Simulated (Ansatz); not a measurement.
# BrCl (SMILES ClBr): the energy, rung by rung

BrCl: 2 atoms, total charge 0, spin state singlet. SMILES: `ClBr`. The bond length is the measured one.

```xyz
2

Cl    0.0000    0.0000    0.0000
Br    0.0000    0.0000    2.1361
```

Each level gives the energy change with the Cl1–Br2 bond stretched from 2.136 to 3.204 Å (eV). The values are calculated.

```
                        level                    kind  program  value (eV)  less FCI/STO-3G
   revPBE/STO-3G (restricted)                     GGA   Ansatz        2.47            +0.69
   r2SCAN/STO-3G (restricted)                meta-GGA   Ansatz        2.78            +1.00
    B3LYP/STO-3G (restricted)           global hybrid   Ansatz        2.86            +1.08
CAM-B3LYP/STO-3G (restricted)  range-separated hybrid   Ansatz        3.42            +1.64
   B2PLYP/STO-3G (restricted)           double hybrid   Ansatz        2.89            +1.11
      MP2/STO-3G (restricted)     perturbation theory   Ansatz        3.00            +1.22
 CCSDT(Q)/STO-3G (restricted)   coupled cluster or CI   Ansatz        1.78             0.00
    CCSDT/STO-3G (restricted)   coupled cluster or CI   Ansatz        1.78             0.00
                   FCI/STO-3G      exact in the basis   Ansatz        1.78             0.00
```

FCI/STO-3G is exact within its basis and frozen core, so for wave-function methods in that basis the difference is their error; functionals converge differently with the basis, so for them it is only a difference. All-electron rows without a relativistic Hamiltonian named are non-relativistic. The first shape isn't each level's own minimum. The values span 1.78 to 3.42 eV. All rows use very small basis sets, so even the best lies far from the true value. In the correlated wave-function rows the outer d shell of Br is correlated, in sets not made for it.

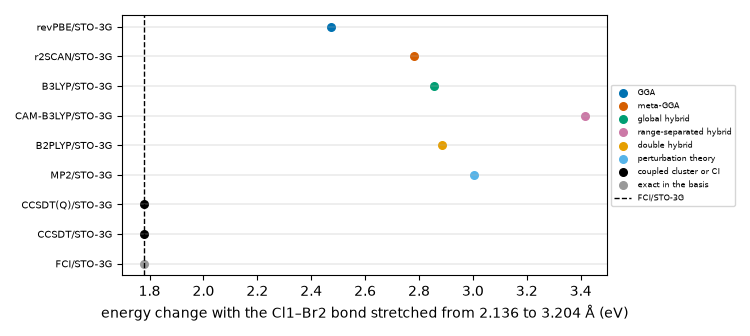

The values of the table, level by level.
